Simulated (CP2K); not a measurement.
**CH5FOSn (SMILES FC[O][SnH3]) at revPBE-D3(BJ)/TZV2P-MOLOPT-PBE-GTH (core potential)**

Aim: the energy change on altering one bond length of CH5FOSn at revPBE-D3(BJ)/TZV2P-MOLOPT-PBE-GTH (core potential), from 2 runs. 

Program for the calculation: CP2K 2026.2.

### Step 1. The molecule

CH5FOSn has 9 atoms, charge 0, and is taken as a singlet. SMILES: `FC[O][SnH3]`. The coordinates come from a PBE0-D4/def2-TZVP relaxation. This is one conformer, not always the lowest.

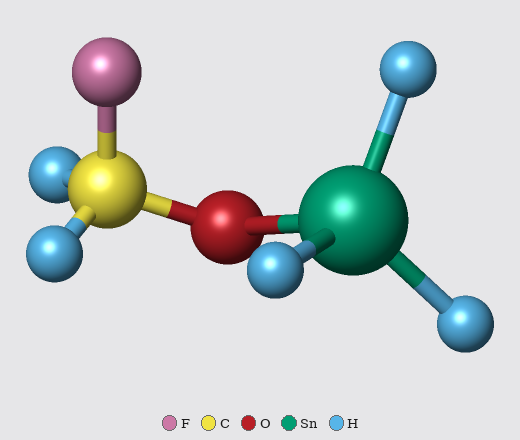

The structure, seen from a chosen angle (fluorine pink, carbon yellow, oxygen red, tin teal, hydrogen blue).

### Step 2. A single-point energy at revPBE-D3(BJ)/TZV2P-MOLOPT-PBE-GTH (core potential)

Contents of run.inp:

```
&global
  project run
  run_type ENERGY
  print_level MEDIUM
&end global

&force_eval
  method QUICKSTEP
  &dft
    basis_set_file_name BASIS_MOLOPT_UZH
    potential_file_name POTENTIAL_UZH
    &qs
      method GPW
      eps_default 1.0E-10
    &end qs
    &mgrid
      cutoff 400
      rel_cutoff 50
      ngrids 4
    &end mgrid
    &poisson
      periodic NONE
      poisson_solver MULTIPOLE
    &end poisson
    &scf
      scf_guess ATOMIC
      eps_scf 1.0E-06
      max_scf 30
      &ot
        minimizer DIIS
        preconditioner FULL_SINGLE_INVERSE
      &end ot
      &outer_scf
        eps_scf 1.0E-06
        max_scf 8
      &end outer_scf
    &end scf
    &xc
      &xc_functional
        &pbe
          parametrization REVPBE
        &end pbe
      &end xc_functional
      &vdw_potential
        potential_type PAIR_POTENTIAL
        &pair_potential
          type DFTD3(BJ)
          parameter_file_name dftd3.dat
          reference_functional revPBE
          r_cutoff 15
        &end pair_potential
      &end vdw_potential
    &end xc
    &print
      &moments
        periodic F
        reference COM
        max_moment 1
      &end moments
      &mo_cubes
        nlumo 1
        nhomo -1
        write_cube F
      &end mo_cubes
      &hirshfeld OFF
      &end hirshfeld
    &end print
  &end dft
  &subsys
    &cell
      abc 11.3 11.1 9.8
      periodic NONE
    &end cell
    &coord
      SCALED T
      F    0.46336283   0.68411261   0.50653571
      C    0.40188496   0.57707658   0.53166837
      O    0.45104425   0.48432883   0.46199490
      Sn   0.62584956   0.46287838   0.47069898
      H    0.40477876   0.56517568   0.64304592
      H    0.31094690   0.59135586   0.49657653
      H    0.66574336   0.49091441   0.63544388
      H    0.64076106   0.31588739   0.42522959
      H    0.68905310   0.55878829   0.35695408
    &end coord
    &kind F
      basis_set TZV2P-MOLOPT-PBE-GTH-q7
      potential GTH-PBE-q7
    &end kind
    &kind C
      basis_set TZV2P-MOLOPT-PBE-GTH-q4
      potential GTH-PBE-q4
    &end kind
    &kind O
      basis_set TZV2P-MOLOPT-PBE-GTH-q6
      potential GTH-PBE-q6
    &end kind
    &kind Sn
      basis_set TZV2P-MOLOPT-PBE-GTH-q14
      potential GTH-PBE-q14
    &end kind
    &kind H
      basis_set TZV2P-MOLOPT-PBE-GTH-q1
      potential GTH-PBE-q1
    &end kind
  &end subsys
&end force_eval
```

Launch:

```
$ OMP_NUM_THREADS=1 cp2k.psmp run.inp > run.out
```

What it wrote, shortened:

```text
CP2K| version string:                                       CP2K version 2026.2
[...]
 GLOBAL| Method name                                                        CP2K
[...]
 GLOBAL| Run type                                                         ENERGY
[...]
 DFT| Spin restricted Kohn-Sham (RKS) calculation                            RKS
 DFT| Multiplicity                                                             1
[...]
 DFT| Charge                                                                   0
[...]
 FUNCTIONAL| PBE:
[...]
 QS| Method:                                                                 GPW
[...]
 QS| Density cutoff [a.u.]:                                                200.0
[...]
 QS| Relative density cutoff [a.u.]:                                        25.0
[...]
                             - Atoms:                                          9
[...]
                             - Spherical basis functions:                    198
[...]
 Number of electrons:                                                         36
[...]
     1 OT DIIS     0.80E-01    5.4     0.10315992      -113.9109807398 -1.14E+02
[...]
    29 OT DIIS     0.80E-01    6.1     0.00000090      -116.5069616763 -1.04E-09
  *** SCF run converged in    29 steps ***
[...]
  Overlap energy of the core charge distribution:               0.00000061400987
  Self energy of the core charge distribution:               -233.61413305926112
  Core Hamiltonian energy:                                     68.60510304681625
  Hartree energy:                                              68.53049244128606
  Exchange-correlation energy:                                -20.01494515934954
  Dispersion energy:                                           -0.01347955984037
  Total energy:                                              -116.50696167633885
[...]
                     Mulliken Population Analysis
 #  Atom  Element  Kind  Atomic population                           Net charge
       1     F        1          7.317464                             -0.317464
       2     C        2          3.380859                              0.619141
       3     O        3          6.733956                             -0.733956
       4     Sn       4         13.274604                              0.725396
       5     H        5          1.012530                             -0.012530
       6     H        5          0.974486                              0.025514
       7     H        5          1.111654                             -0.111654
       8     H        5          1.096632                             -0.096632
       9     H        5          1.097815                             -0.097815
 # Total charge                             36.000000                  0.000000
[...]
  Dipole moment [Debye]
    X=  0.9064779E+00 Y= -0.1039024E+01 Z=  0.6318786E+00  Total=      1.5167544
[...]
 HOMO - LUMO gap [eV] :    5.221060
 ENERGY| Total FORCE_EVAL ( QS ) energy [hartree]           -116.506961676338847
[...]
```

Wall time 3 min (1 thread of Intel Xeon at 2.50GHz (Skylake/Cascade Lake), shared host); peak memory 0.94 GiB.

### Step 3. The distorted shape at the same level

Contents of molecule.inp:

```
&GLOBAL
    PROJECT molecule
    RUN_TYPE ENERGY
    PRINT_LEVEL MEDIUM
&END GLOBAL

&FORCE_EVAL
    METHOD QS
    &DFT
        BASIS_SET_FILE_NAME BASIS_MOLOPT_UZH
        POTENTIAL_FILE_NAME POTENTIAL_UZH
        CHARGE 0
        MULTIPLICITY 1
        ! Quickstep
        &QS
            METHOD GPW
            EPS_DEFAULT 1.0E-10
        &END QS
        &MGRID
            CUTOFF 400
            REL_CUTOFF 50
            NGRIDS 4
        &END MGRID
        ! no periodic images
        &POISSON
            PERIODIC NONE
            POISSON_SOLVER MULTIPOLE
        &END POISSON
        ! self-consistent field
        &SCF
            SCF_GUESS ATOMIC
            EPS_SCF 1.0E-06
            MAX_SCF 100
            ADDED_MOS 5
            &DIAGONALIZATION
                ALGORITHM STANDARD
            &END DIAGONALIZATION
            &MIXING
                METHOD BROYDEN_MIXING
                ALPHA 0.3
                NBUFFER 8
            &END MIXING
        &END SCF
        ! functional
        &XC
            &XC_FUNCTIONAL
                &PBE
                    PARAMETRIZATION REVPBE
                &END PBE
            &END XC_FUNCTIONAL
            &VDW_POTENTIAL
                POTENTIAL_TYPE PAIR_POTENTIAL
                &PAIR_POTENTIAL
                    TYPE DFTD3(BJ)
                    PARAMETER_FILE_NAME dftd3.dat
                    REFERENCE_FUNCTIONAL revPBE
                    R_CUTOFF 15
                &END PAIR_POTENTIAL
            &END VDW_POTENTIAL
        &END XC
        ! extra output
        &PRINT
            &MOMENTS
                PERIODIC F
                REFERENCE COM
                MAX_MOMENT 1
            &END MOMENTS
            &MO ON
                ENERGIES T
                OCCUPATION_NUMBERS T
                NDIGITS 6
                &EACH
                    QS_SCF 0
                &END EACH
                ADD_LAST NUMERIC
            &END MO
            &HIRSHFELD OFF
            &END HIRSHFELD
        &END PRINT
    &END DFT
    &SUBSYS
        ! vacuum box
        &CELL
            ABC [angstrom] 12.1 11.1 11.1
            PERIODIC NONE
        &END CELL
        &COORD
            F     -1.453832     0.476691     1.369128
            C     -2.148532    -0.711409     1.615428
            O     -1.593032    -1.740909     0.932628
            Sn     0.382268    -1.979009     1.017928
            H     -2.115832    -0.843509     2.706928
            H     -3.176132    -0.552909     1.271528
            H      0.833068    -1.667809     2.632428
            H      0.550768    -3.610609     0.572328
            H      1.953500     0.363100    -1.434400
        &END COORD
        &TOPOLOGY
            &CENTER_COORDINATES
            &END CENTER_COORDINATES
        &END TOPOLOGY
        &KIND F
            BASIS_SET TZV2P-MOLOPT-PBE-GTH-q7
            POTENTIAL GTH-PBE-q7
        &END KIND
        &KIND C
            BASIS_SET TZV2P-MOLOPT-PBE-GTH-q4
            POTENTIAL GTH-PBE-q4
        &END KIND
        &KIND O
            BASIS_SET TZV2P-MOLOPT-PBE-GTH-q6
            POTENTIAL GTH-PBE-q6
        &END KIND
        &KIND Sn
            BASIS_SET TZV2P-MOLOPT-PBE-GTH-q14
            POTENTIAL GTH-PBE-q14
        &END KIND
        &KIND H
            BASIS_SET TZV2P-MOLOPT-PBE-GTH-q1
            POTENTIAL GTH-PBE-q1
        &END KIND
    &END SUBSYS
&END FORCE_EVAL
```

Launch:

```
$ OMP_NUM_THREADS=1 cp2k.psmp molecule.inp > molecule.out
```

What it wrote, shortened:

```text
CP2K| version string:                                       CP2K version 2026.2
[...]
 GLOBAL| Method name                                                        CP2K
[...]
 GLOBAL| Run type                                                         ENERGY
[...]
 GENERATE| WARNING:: No connections detected for Hydrogen - Atom Nr:         9 !
 GENERATE|  Preliminary Number of Bonds generated:                             0
 GENERATE|  Achieved consistency in connectivity generation.
[...]
 DFT| Spin restricted Kohn-Sham (RKS) calculation                            RKS
 DFT| Multiplicity                                                             1
[...]
 DFT| Charge                                                                   0
[...]
 FUNCTIONAL| PBE:
[...]
 QS| Method:                                                                 GPW
[...]
 QS| Density cutoff [a.u.]:                                                200.0
[...]
 QS| Relative density cutoff [a.u.]:                                        25.0
[...]
                             - Atoms:                                          9
[...]
                             - Spherical basis functions:                    198
[...]
 Number of electrons:                                                         36
[...]
     1 NoMix/Diag. 0.30E+00    6.5     1.10218425      -116.1515929527 -1.16E+02
[...]
    28 Broy./Diag. 0.30E+00    8.5     0.00000077      -116.3747730519 -7.77E-07
  *** SCF run converged in    28 steps ***
[...]
  Overlap energy of the core charge distribution:               0.00000058649791
  Self energy of the core charge distribution:               -233.61413305926112
  Core Hamiltonian energy:                                     68.45822138246652
  Hartree energy:                                              68.67972890351442
  Exchange-correlation energy:                                -19.88552468448520
  Dispersion energy:                                           -0.01306618062537
  Total energy:                                              -116.37477305189283
[...]
  Dipole moment [Debye]
    X= -0.5694082E+00 Y= -0.2290886E+01 Z=  0.2271962E+01  Total=      3.2763089
 ENERGY| Total FORCE_EVAL ( QS ) energy [hartree]           -116.374773051892831
[...]
```

Run time: 4.1 min. Hardware: 1 thread of Intel Xeon at 2.50GHz (Skylake/Cascade Lake), shared host; peak memory 2 GiB.

### Step 4. What came out

Level: revPBE-D3(BJ)/TZV2P-MOLOPT-PBE-GTH (core potential).

| quantity | value |
| --- | --- |
| first shape: total energy | -116.50696 Eh |
| first shape: dipole moment | 1.52 D |
| first shape: HOMO energy | -6.42 eV |
| first shape: LUMO energy | -1.20 eV |
| first shape: HOMO–LUMO gap | 5.22 eV |
| first shape: dispersion energy | -35.39 kJ/mol |
| distorted shape: total energy | -116.37477 Eh |
| distorted shape: dipole moment | 3.28 D |
| distorted shape: HOMO energy | -5.61 eV |
| distorted shape: LUMO energy | -4.80 eV |
| distorted shape: HOMO–LUMO gap | 0.82 eV |
| distorted shape: dispersion energy | -34.31 kJ/mol |
| energy change with the Sn4–H9 bond stretched from 1.699 to 3.737 Å | 3.597 eV |

What this shows: One bond (distorted shape) is far stretched, which a spin-restricted single reference describes badly; a broken-symmetry solution may lie lower. With the Sn4–H9 bond stretched from 1.699 to 3.737 Å the energy rises by 3.60 eV (83 kcal/mol). The first shape isn't relaxed at this level, so the change isn't measured from a minimum. A restricted reference can't describe the breaking bond well at this length.
